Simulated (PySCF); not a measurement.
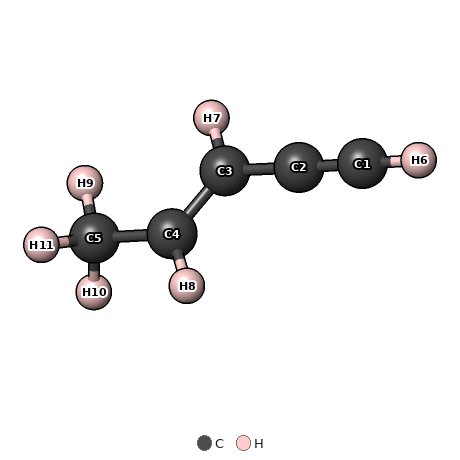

C₅H₆, SMILES C#C/C=C/C. Simulated ¹H spectrum at 400 MHz, line width 1.0 Hz, from GIAO shifts (PBE0/pcSseg-1, against TMS) and couplings (B3LYP/pcJ-1), PySCF 2.14.0, at a PBE0-D3(BJ)/def2-SVP geometry (no frequency check). Gas phase, values of one conformer, averaged over methyl-type rotors and exact or near symmetry; couplings among ¹H are treated exactly, other nuclei are left out. The spin-dipole term of J is left out for all pairs. The upper panels enlarge each group of lines, each scaled alone.

**Give the shifts and couplings that make up the spectrum.**

| δ (ppm) | nuclei | atoms |
| --- | --- | --- |
| 6.42 | 1 | H8 |
| 5.58 | 1 | H7 |
| 2.93 | 1 | H6 |
| 1.89 | 3 | H9, H10, H11 |


```csv
pair,J (Hz)
H8–H7,16.8
H8 – H9/H10/H11,8.3
H7–H6,−3.7
H7 – H9/H10/H11,−2.6
H6 – H9/H10/H11,−1.4
H8–H6,1.1
```

Not listed: couplings under 0.5 Hz, those between magnetically equivalent nuclei.

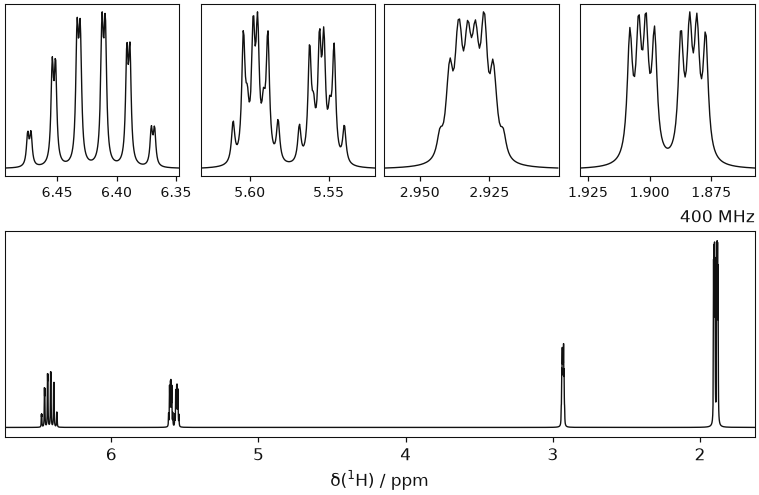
